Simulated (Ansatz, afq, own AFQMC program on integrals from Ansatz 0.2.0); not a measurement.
**MoClO+ (triplet): AFQMC on the coupled-cluster ladder, def2-TZVP**

Aim: compute MoClO+ (triplet) with auxiliary-field quantum Monte Carlo on the same integrals as coupled cluster, and set the energies side by side.

The runs use Ansatz 0.2.0, Gaussian basis, and an in-house AFQMC program (afq) on its integrals; all values are calculated; def2-TZVP, frozen cores.

Plan: PBE (unrestricted); r2SCAN (unrestricted); PBE0 (unrestricted); B3LYP (unrestricted); CCSD(T) on UHF; wB97M-V (unrestricted); B2PLYP (unrestricted); CCSD(T) on UHF; CCSD(T) on UHF; Phaseless AFQMC, CISD trial on UHF; CCSD(T) on ROHF; Phaseless AFQMC, CISD trial on ROHF.

1 further run of the same task is left out (it didn't finish).

### Step 1. The geometry

The geometry is a PBE0/def2-TZVP stationary point (not a proven minimum) of the parent state, kept for this charge and spin. No spin-orbit coupling is included. Elements past krypton take def2 core potentials.

3 atoms, charge 1, spin multiplicity 3.

Atoms are counted from 1 here; the program's logs count them from 0.

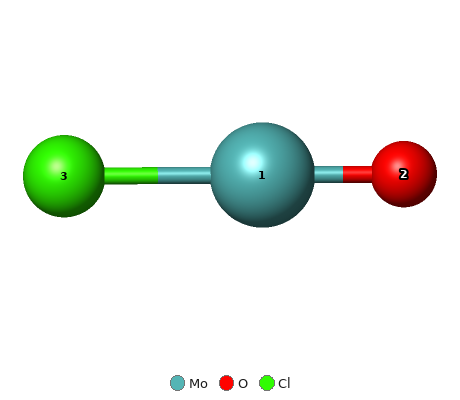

The structure; molybdenum teal, oxygen red, chlorine green; atoms are numbered from 1 in the order of the file.

### Step 2. PBE (unrestricted)

Input file in.yaml:

```yaml
crystal:
  periodic: [false, false, false]
  atoms:
    - {symbol: Mo, position_ang: [0.000000, 0.000000, -0.223933]}
    - {symbol: O, position_ang: [0.000000, 0.000000, -1.890133]}
    - {symbol: Cl, position_ang: [0.000000, 0.000000, 2.114067]}
basis:
  gaussian: {orbitals: def2-TZVP}
total_charge: 1
magnetization: {spin_polarized: true, initial_magnetization: 2}
hamiltonian: {xc: {name: PBE}}
output: {orbitals: {seedname: orbitals}}
```

The run is started by

```bash
ansatz run in.yaml --threads 1 --pin off --events-out ev --progress --plain --max-ram 8192MiB --backend cpu
```

Output:

```text
Functional definition: PBE
  name "PBE"
  cite "Perdew, Burke & Ernzerhof, Phys. Rev. Lett. 77, 3865 (1996) doi:10.1103/PhysRevLett.77.3865"
  parent pbe
  parameter kappa = 0.804
  parameter beta = 0.06672455060314922
  exchange = pbe_x(kappa = kappa, mu = beta*pi^2/3)
  correlation = pbe_c(beta = beta)
715 factors; their error is unknown
mean field evaluation 1: about -16392.7891 eV, gradient 7.7e1 eV
mean field evaluation 2: about -16121.4156 eV, gradient 2.1e2 eV
mean field evaluation 4: about -16375.3444 eV, gradient 8.8e1 eV
mean field evaluation 8: about -16413.0753 eV, gradient 9.6e-1 eV
mean field evaluation 16: about -16413.0751 eV, gradient 1.7e-3 eV
mean field evaluation 32: about -16412.9504 eV, gradient 4.5e0 eV
mean field -16413.07513310 eV, -603.1693859594 hartree, gradient 1.7e-5 eV, S^2 2.046185; 1 other end points of the search recorded, 0 dependent functions left out
reference -16413.07517225 eV, -603.1693873981 hartree; 20, 18 occupied and 88, 90 virtual orbitals, 715 factors
Total energy: -16413.07517225 eV, -603.1693873981 hartree
```

Run time: 4.7 s. Hardware: 1 thread of AMD EPYC 7R13 (Zen 3), shared host; peak memory 2 GiB.

From the report: ⟨S²⟩ of the determinant 2.046 (pure triplet: 2.00).

### Step 3. r2SCAN (unrestricted)

Changes to in.yaml since step 2:

```diff
@@ -10,3 +10,2 @@
 magnetization: {spin_polarized: true, initial_magnetization: 2}
-hamiltonian: {xc: {name: PBE}}
-output: {orbitals: {seedname: orbitals}}
+hamiltonian: {xc: {name: r2SCAN}}
```

Same command.

Output:

```text
Functional definition: r2SCAN
  name "r2SCAN"
  cite "Furness, Kaplan, Ning, Perdew & Sun, J. Phys. Chem. Lett. 11, 8208 (2020) doi:10.1021/acs.jpclett.0c02405"
  cite "Furness, Kaplan, Ning, Perdew & Sun, J. Phys. Chem. Lett. 11, 9248 (2020) doi:10.1021/acs.jpclett.0c03077"
  parent r2scan
  parameter k0 = 0.174
  parameter k1 = 0.065
  parameter a1 = 4.9479
  exchange = r2scan_x(k0 = k0, k1 = k1, a1 = a1)
  correlation = r2scan_c
715 factors; their error is unknown
mean field evaluation 1: about -16400.3859 eV, gradient 7.2e1 eV
mean field evaluation 2: about -16155.8725 eV, gradient 2.0e2 eV
mean field evaluation 4: about -16399.9436 eV, gradient 6.1e1 eV
mean field evaluation 8: about -16418.4390 eV, gradient 7.6e-1 eV
mean field evaluation 16: about -16418.4380 eV, gradient 1.2e-3 eV
mean field -16418.43797823 eV, -603.3664668831 hartree, gradient 3.2e-5 eV, S^2 2.087429; 0 other end points of the search recorded, 0 dependent functions left out
reference -16418.43798896 eV, -603.3664672772 hartree; 20, 18 occupied and 88, 90 virtual orbitals, 715 factors
Total energy: -16418.43798896 eV, -603.3664672772 hartree
```

Wall time 6.5 s (1 thread of AMD EPYC 7R13 (Zen 3), shared host); peak memory 2 GiB.

From the report: ⟨S²⟩ of the determinant 2.087 (pure triplet: 2.00).

### Step 4. PBE0 (unrestricted)

Changes to in.yaml since step 3:

```diff
@@ -10,2 +10,3 @@
 magnetization: {spin_polarized: true, initial_magnetization: 2}
-hamiltonian: {xc: {name: r2SCAN}}
+hamiltonian: {xc: {name: PBE0}}
+output: {orbitals: {seedname: orbitals}}
```

Launched as before.

Output:

```text
Functional definition: PBE0
  name "PBE0"
  cite "Adamo & Barone, J. Chem. Phys. 110, 6158 (1999) doi:10.1063/1.478522"
  cite "Perdew, Burke & Ernzerhof, Phys. Rev. Lett. 77, 3865 (1996) doi:10.1103/PhysRevLett.77.3865"
  parent pbe
  parameter a = 0.25
  parameter kappa = 0.804
  parameter beta = 0.06672455060314922
  exchange = (1 - a)*pbe_x(kappa = kappa, mu = beta*pi^2/3) + a*exact_x
  correlation = pbe_c(beta = beta)
797 factors; their error is unknown
mean field evaluation 1: about -16395.7719 eV, gradient 6.9e1 eV
mean field evaluation 2: about -16170.5290 eV, gradient 2.0e2 eV
mean field evaluation 4: about -16408.9521 eV, gradient 2.6e1 eV
mean field evaluation 8: about -16412.3557 eV, gradient 4.6e-1 eV
mean field evaluation 16: about -16412.4802 eV, gradient 2.2e-3 eV
mean field -16412.48016373 eV, -603.1475212385 hartree, gradient 9.8e-6 eV, S^2 2.063953; 0 other end points of the search recorded, 0 dependent functions left out
reference -16412.48019145 eV, -603.1475222570 hartree; 20, 18 occupied and 88, 90 virtual orbitals, 797 factors
Total energy: -16412.48019145 eV, -603.1475222570 hartree
```

It took 4.1 s on 1 thread of AMD EPYC 7R13 (Zen 3), shared host; peak memory 2 GiB.

From the report: ⟨S²⟩ of the determinant 2.064 (pure triplet: 2.00).

### Step 5. B3LYP (unrestricted)

Changes to in.yaml since step 4:

```diff
@@ -10,3 +10,2 @@
 magnetization: {spin_polarized: true, initial_magnetization: 2}
-hamiltonian: {xc: {name: PBE0}}
-output: {orbitals: {seedname: orbitals}}
+hamiltonian: {xc: {name: B3LYP}}
```

The command is unchanged.

Output, cut to the lines that bear on the results:

```text
Functional definition: B3LYP
  name "B3LYP"
  cite "Stephens, Devlin, Chabalowski & Frisch, J. Phys. Chem. 98, 11623 (1994) doi:10.1021/j100096a001"
  cite "Becke, Phys. Rev. A 38, 3098 (1988) doi:10.1103/PhysRevA.38.3098"
  cite "Lee, Yang & Parr, Phys. Rev. B 37, 785 (1988) doi:10.1103/PhysRevB.37.785"
  cite "Vosko, Wilk & Nusair, Can. J. Phys. 58, 1200 (1980) doi:10.1139/p80-159"
[...]
785 factors; their error is unknown
[...]
mean field -16420.09284895 eV, -603.4272822602 hartree, gradient 6.5e-5 eV, S^2 2.042673; 0 other end points of the search recorded, 0 dependent functions left out
reference -16420.09306863 eV, -603.4272903334 hartree; 20, 18 occupied and 88, 90 virtual orbitals, 785 factors
Total energy: -16420.09306863 eV, -603.4272903334 hartree
```

It took 4.2 s on 1 thread of AMD EPYC 7R13 (Zen 3), shared host; peak memory 2 GiB.

From the report: ⟨S²⟩ of the determinant 2.043 (pure triplet: 2.00).

### Step 6. CCSD(T) on UHF

Changes to in.yaml since step 5:

```diff
@@ -10,2 +10,2 @@
 magnetization: {spin_polarized: true, initial_magnetization: 2}
-hamiltonian: {xc: {name: B3LYP}}
+correlation: {method: ccsd_t, electrons: outside_noble_gas, hamiltonian_folder: ham}
```

The run is started by

```bash
ansatz run in.yaml --threads 1 --pin off --events-out ev --progress --plain --max-ram 24576MiB --backend cuda --devices 0, --max-vram 18GiB
```

Output, cut to the lines that bear on the results:

```text
Functional definition: HF
  name "HF"
  cite "Fock, Z. Phys. 61, 126 (1930) doi:10.1007/BF01340294"
  parent pbe
[...]
774 factors; integrals over basis functions are off by at most 9.1e-4 eV
[...]
mean field -16372.98702354 eV, -601.6961751060 hartree, gradient 1.3e-6 eV, S^2 2.555258; 37 other end points of the search recorded, 0 dependent functions left out
determinant -16372.98702354 eV, -601.6961751060 hartree, with singles and doubles -16388.49391042 eV, -602.2660426876 hartree
determinant -16372.98436604 eV, -601.6960774444 hartree, with singles and doubles -16388.50153879 eV, -602.2663230253 hartree
determinant -16371.37779959 eV, -601.6370372164 hartree, with singles and doubles -16385.66687611 eV, -602.1621510931 hartree
determinant -16370.88462442 eV, -601.6189133635 hartree, with singles and doubles -16386.23563160 eV, -602.1830524718 hartree
[...]
determinant -16372.98702354 eV, -601.6961751060 hartree, with singles and doubles -16388.52959609 eV, -602.2673541120 hartree
determinant -16372.98436604 eV, -601.6960774444 hartree, with singles and doubles -16388.52829707 eV, -602.2673063737 hartree
10 core orbitals not correlated: weight in the atoms' cores, before any rotation towards them, 0.962 or more for the frozen orbitals, at most 0.032 for the correlated occupied ones
reference -16372.98436604 eV, -601.6960774447 hartree; 10, 8 occupied and 88, 90 virtual orbitals, 774 factors
second order -14.94161087 eV of doubles, -0.00000000 eV of singles
cycle   1  -15.54394079 eV  change   -9.8e-6 eV  update   2.1e-5
cycle   2  -15.54393051 eV  change    1.0e-5 eV  update   6.7e-6
perturbative correction -0.95839406 eV, -0.0352203320 hartree
WARN: the results are in doubt because among natural orbitals full CI differs from the method by -0.118 eV
Total energy: -16389.48669061 eV, -602.3025266870 hartree
In doubt: among natural orbitals full CI differs from the method by -0.118 eV
```

Wall time 70 s (1 × NVIDIA H100 80GB HBM3 with 1 thread of AMD EPYC 7R13 (Zen 3), shared host); peak host memory 2 GiB.

From the report: ⟨S²⟩ of the determinant 2.546 (pure triplet: 2.00); correlation -16.5023 eV; T1 0.062; largest double amplitude 0.07. The determinant is far from a pure spin state, so its energy mixes those of several spin states (harmless only where they are near-degenerate, as at dissociation). The program marks this result as in doubt; its last lines say why.

This run also writes the integrals to the folder ham.

### Step 7. wB97M-V (unrestricted)

Changes to in.yaml since step 6:

```diff
@@ -10,2 +10,3 @@
 magnetization: {spin_polarized: true, initial_magnetization: 2}
-correlation: {method: ccsd_t, electrons: outside_noble_gas, hamiltonian_folder: ham}
+hamiltonian: {xc: {name: wB97M-V}}
+output: {orbitals: {seedname: orbitals}}
```

The run is started by

```bash
ansatz run in.yaml --threads 1 --pin off --events-out ev --progress --plain --max-ram 8192MiB --backend cpu
```

Output, cut to the lines that bear on the results:

```text
Functional definition: wB97M-V
  name "wB97M-V"
  cite "Mardirossian & Head-Gordon, J. Chem. Phys. 144, 214110 (2016) doi:10.1063/1.4952647"
  cite "Becke, J. Chem. Phys. 107, 8554 (1997) doi:10.1063/1.475007"
  cite "Vydrov & Van Voorhis, J. Chem. Phys. 133, 244103 (2010) doi:10.1063/1.3521275"
  # Of w^i u^j: cxij and so on, Table III.
[...]
  gx(w, u) = 1 - cx + cx01*u + cx10*w
  gss(w, u) = css00 + css04*u^4 + css10*w + css20*w^2 + css43*w^4*u^3
  gos(w, u) = cos00 + cos10*w + (cos20 + cos21*u)*w^2 + (cos60 + cos61*u)*w^6
[...]
      + integral(e_c_pw_mod_opposite_spin*gos(b97_w_opposite, b97_u_opposite)) + vv10(b, c)
749 factors; their error is unknown
150 factors; integrals over basis functions are off by at most 4.7e-5 eV
[...]
mean field -16415.36829936 eV, -603.2536582653 hartree, gradient 2.5e-5 eV, S^2 2.039344; 2 other end points of the search recorded, 0 dependent functions left out
reference -16415.36834507 eV, -603.2536599449 hartree; 20, 18 occupied and 88, 90 virtual orbitals, 749 factors
Total energy: -16415.36834507 eV, -603.2536599449 hartree
```

Wall time 52 s (1 thread of AMD EPYC 7R13 (Zen 3), shared host); peak memory 2 GiB.

From the report: ⟨S²⟩ of the determinant 2.039 (pure triplet: 2.00).

### Step 8. B2PLYP (unrestricted)

Changes to in.yaml since step 7:

```diff
@@ -10,3 +10,3 @@
 magnetization: {spin_polarized: true, initial_magnetization: 2}
-hamiltonian: {xc: {name: wB97M-V}}
-output: {orbitals: {seedname: orbitals}}
+hamiltonian: {xc: {name: B2PLYP}}
+correlation: {electrons: outside_noble_gas}
```

Launched as before.

Output, cut to the lines that bear on the results:

```text
Functional definition: B2PLYP
  name "B2PLYP"
  cite "Grimme, J. Chem. Phys. 124, 034108 (2006) doi:10.1063/1.2148954"
  cite "Becke, Phys. Rev. A 38, 3098 (1988) doi:10.1103/PhysRevA.38.3098"
  cite "Lee, Yang & Parr, Phys. Rev. B 37, 785 (1988) doi:10.1103/PhysRevB.37.785"
[...]
774 factors; integrals over basis functions are off by at most 9.1e-4 eV
[...]
mean field -16404.03693417 eV, -602.8372382752 hartree, gradient 9.2e-6 eV, S^2 2.107573; 0 other end points of the search recorded, 0 dependent functions left out
10 core orbitals not correlated: weight in the atoms' cores, before any rotation towards them, 0.981 or more for the frozen orbitals, at most 0.015 for the correlated occupied ones
reference -16404.03707256 eV, -602.8372433608 hartree; 10, 8 occupied and 88, 90 virtual orbitals, 774 factors
second order -21.35491231 eV of doubles, -0.00000000 eV of singles
Total energy: -16409.80289888 eV, -603.0491335700 hartree
```

It took 7.5 s on 1 thread of AMD EPYC 7R13 (Zen 3), shared host; peak memory 2 GiB.

From the report: ⟨S²⟩ of the determinant 2.108 (pure triplet: 2.00).

### Step 9. CCSD(T) on UHF

Changes to in.yaml since step 8:

```diff
@@ -7,6 +7,5 @@
 basis:
-  gaussian: {orbitals: def2-TZVP}
+  gaussian: {orbitals: def2-TZVPP}
 total_charge: 1
 magnetization: {spin_polarized: true, initial_magnetization: 2}
-hamiltonian: {xc: {name: B2PLYP}}
-correlation: {electrons: outside_noble_gas}
+correlation: {method: ccsd_t, electrons: outside_noble_gas}
```

The run is started by

```bash
ansatz run in.yaml --threads 1 --pin off --events-out ev --progress --plain --max-ram 24576MiB --backend cuda --devices 0, --max-vram 18GiB
```

Output, cut to the lines that bear on the results:

```text
Functional definition: HF
  name "HF"
  cite "Fock, Z. Phys. 61, 126 (1930) doi:10.1007/BF01340294"
  parent pbe
[...]
840 factors; integrals over basis functions are off by at most 8.4e-4 eV
[...]
mean field -16373.16174021 eV, -601.7025958252 hartree, gradient 1.7e-6 eV, S^2 2.532134; 35 other end points of the search recorded, 0 dependent functions left out
determinant -16373.16174021 eV, -601.7025958252 hartree, with singles and doubles -16389.15053628 eV, -602.2901732430 hartree
determinant -16373.15951385 eV, -601.7025140080 hartree, with singles and doubles -16389.15909281 eV, -602.2904876896 hartree
determinant -16371.49350424 eV, -601.6412892839 hartree, with singles and doubles -16386.28769052 eV, -602.1849656020 hartree
determinant -16371.06484678 eV, -601.6255364128 hartree, with singles and doubles -16386.86173129 eV, -602.2060612109 hartree
[...]
determinant -16373.16174021 eV, -601.7025958252 hartree, with singles and doubles -16389.16562088 eV, -602.2907275919 hartree
determinant -16373.15951385 eV, -601.7025140080 hartree, with singles and doubles -16389.16526543 eV, -602.2907145294 hartree
10 core orbitals not correlated: weight in the atoms' cores, before any rotation towards them, 0.963 or more for the frozen orbitals, at most 0.031 for the correlated occupied ones
reference -16373.15951386 eV, -601.7025140082 hartree; 10, 8 occupied and 109, 111 virtual orbitals, 840 factors
second order -15.50218985 eV of doubles, -0.00000000 eV of singles
cycle   1  -16.00575937 eV  change   -7.8e-6 eV  update   1.7e-5
cycle   2  -16.00575253 eV  change    6.8e-6 eV  update   5.4e-6
perturbative correction -1.02316459 eV, -0.0376006050 hartree
WARN: the results are in doubt because among natural orbitals full CI differs from the method by -0.113 eV
Total energy: -16390.18843098 eV, -602.3283151696 hartree
In doubt: among natural orbitals full CI differs from the method by -0.113 eV
```

Run time: 72 s. Hardware: 1 × NVIDIA H100 80GB HBM3 with 1 thread of AMD EPYC 7R13 (Zen 3), shared host; peak host memory 2 GiB.

From the report: ⟨S²⟩ of the determinant 2.519 (pure triplet: 2.00); correlation -17.0289 eV; T1 0.061; largest double amplitude 0.06. The determinant is far from a pure spin state, so its energy mixes those of several spin states (harmless only where they are near-degenerate, as at dissociation). The program marks this result as in doubt; its last lines say why.

### Step 10. CCSD(T) on UHF

Changes to in.yaml since step 9:

```diff
@@ -7,3 +7,3 @@
 basis:
-  gaussian: {orbitals: def2-TZVPP}
+  gaussian: {orbitals: "def2-QZVPP.json"}
 total_charge: 1
```

Same command.

Output, cut to the lines that bear on the results:

```text
Functional definition: HF
  name "HF"
  cite "Fock, Z. Phys. 61, 126 (1930) doi:10.1007/BF01340294"
  parent pbe
[...]
1331 factors; integrals over basis functions are off by at most 7.6e-4 eV
[...]
mean field -16373.71003628 eV, -601.7227453340 hartree, gradient 2.8e-6 eV, S^2 2.522027; 36 other end points of the search recorded, 0 dependent functions left out
determinant -16373.71003628 eV, -601.7227453340 hartree, with singles and doubles -16390.87056952 eV, -602.3533832989 hartree
determinant -16373.70812612 eV, -601.7226751370 hartree, with singles and doubles -16390.88027531 eV, -602.3537399801 hartree
determinant -16372.01245441 eV, -601.6603603510 hartree, with singles and doubles -16387.89254543 eV, -602.2439429319 hartree
determinant -16371.63721676 eV, -601.6465706218 hartree, with singles and doubles -16388.59667093 eV, -602.2698190667 hartree
[...]
determinant -16370.31293769 eV, -601.5979042636 hartree, with singles and doubles -16386.29905661 eV, -602.1853832981 hartree
determinant -16373.71003628 eV, -601.7227453340 hartree, with singles and doubles -16390.78157148 eV, -602.3501126812 hartree
determinant -16373.70812612 eV, -601.7226751370 hartree, with singles and doubles -16390.78169578 eV, -602.3501172490 hartree
10 core orbitals not correlated: weight in the atoms' cores, before any rotation towards them, 0.963 or more for the frozen orbitals, at most 0.031 for the correlated occupied ones
reference -16373.70812613 eV, -601.7226751372 hartree; 10, 8 occupied and 188, 190 virtual orbitals, 1331 factors
second order -16.70248893 eV of doubles, -0.00000000 eV of singles
cycle   1  -17.07356695 eV  change    2.7e-6 eV  update   1.8e-5
perturbative correction -1.12988160 eV, -0.0415223828 hartree
WARN: the results are in doubt because among natural orbitals full CI differs from the method by -0.109 eV
Total energy: -16391.91157467 eV, -602.3916395325 hartree
In doubt: among natural orbitals full CI differs from the method by -0.109 eV
```

It took 90 s on 1 × NVIDIA H100 80GB HBM3 with 1 thread of AMD EPYC 7R13 (Zen 3), shared host; peak host memory 2 GiB.

From the report: ⟨S²⟩ of the determinant 2.508 (pure triplet: 2.00); correlation -18.2034 eV; T1 0.060; largest double amplitude 0.06. The determinant is far from a pure spin state, so its energy mixes those of several spin states (harmless only where they are near-degenerate, as at dissociation). The program marks this result as in doubt; its last lines say why.

### Step 11. Phaseless AFQMC, CISD trial on UHF

It reads the integrals that the CCSD(T) run on this determinant wrote.

The run is started by

```bash
afq ham --method phaseless --trial cisd --walkers 1600 --populations 20 --least-time 60 --time-step 0.005 --steps-per-block 50 --equilibration-blocks 40 --max-blocks 4000 --target-error 0.00026 --factor-cut 1e-05 --start spin_pure --seed 4176 --release-times 0.24,0.6,1.2,1.8,2.6 --release-step 0.04 --release-every 4 --taylor-order 6
```

Output:

```text
orbitals 98  electrons 10 8  factors 723 of 774
reference energy -601.69607744 Eh
CCSD correlation -0.57122877 Eh in 19 cycles, weight of the determinant in the CISD state 0.7164
energy of the start -602.193711 Eh
 block  time / (1/Eh)  mean weight  energy / Eh
     1     0.250  1.0004  -602.231799
     2     0.500  1.0004  -602.263067
     3     0.750  1.0005  -602.276303
     4     1.000  1.0005  -602.285370
     5     1.250  1.0003  -602.291651
     6     1.500  1.0004  -602.296520
     7     1.750  1.0001  -602.299879
     8     2.000  1.0004  -602.302750
     9     2.250  1.0011  -602.303421
    10     2.500  1.0001  -602.304438
    13     3.250  1.0003  -602.307339
    19     4.750  0.9996  -602.316090
    25     6.250  0.9997  -602.309464
    31     7.750  0.9999  -602.311275
    37     9.250  1.0010  -602.299660
    43    10.750  0.9996  -602.302786
    49    12.250  0.9997  -602.308574
    55    13.750  1.0004  -602.305787
    61    15.250  0.9997  -602.314897
    67    16.750  1.0003  -602.310955
    73    18.250  0.9995  -602.313535
    79    19.750  1.0010  -602.304541
    85    21.250  0.9999  -602.305083
    91    22.750  0.9990  -602.309456
    97    24.250  0.9994  -602.306979
   103    25.750  1.0008  -602.307241
   109    27.250  0.9994  -602.309041
   115    28.750  0.9999  -602.307877
   121    30.250  0.9999  -602.308290
   127    31.750  0.9997  -602.310846
   133    33.250  1.0003  -602.309230
   139    34.750  0.9996  -602.317897
   145    36.250  1.0008  -602.319221
   151    37.750  1.0007  -602.318897
   157    39.250  1.0007  -602.299669
   163    40.750  1.0007  -602.306708
   169    42.250  1.0000  -602.305247
   175    43.750  0.9999  -602.304551
   181    45.250  1.0000  -602.306811
   187    46.750  0.9997  -602.303431
   193    48.250  0.9997  -602.307785
   199    49.750  1.0000  -602.306721
   205    51.250  1.0011  -602.307572
   211    52.750  1.0006  -602.303544
   217    54.250  1.0005  -602.301642
   223    55.750  1.0005  -602.303218
   229    57.250  0.9999  -602.298601
   235    58.750  0.9990  -602.308405
   241    60.250  1.0007  -602.312209
   247    61.750  0.9996  -602.300288
error from the spread of 20 populations
released: time / (1/Eh)  energy / Eh  error  mean overlap
  0.24  -602.308069  0.000543  0.9947
  0.60  -602.308694  0.000627  0.9926
  1.20  -602.280721  0.030858  0.9738
  1.80  -602.311756  0.001339  0.9581
  2.60  -602.310628  0.002481  0.9512
energy -602.307046 +/- 0.000517 Eh
```

It took 6.1 min on 1 × NVIDIA H100 80GB HBM3 with 2 threads of AMD EPYC 7R13 (Zen 3), shared host; peak host memory 2 GiB.

Energy -16389.6097 ± 0.0141 eV. Caveats: constraint bias not in the error; error above the target; large difference.

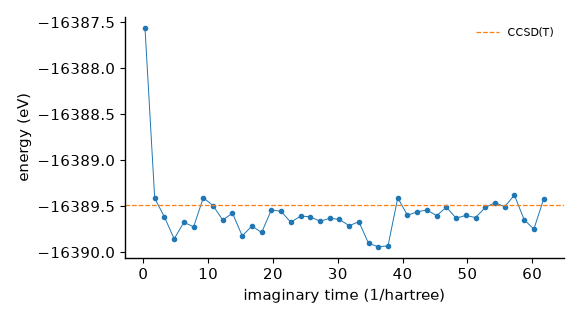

Block energies along the walk.

(Part 1 of 2 ends here.)
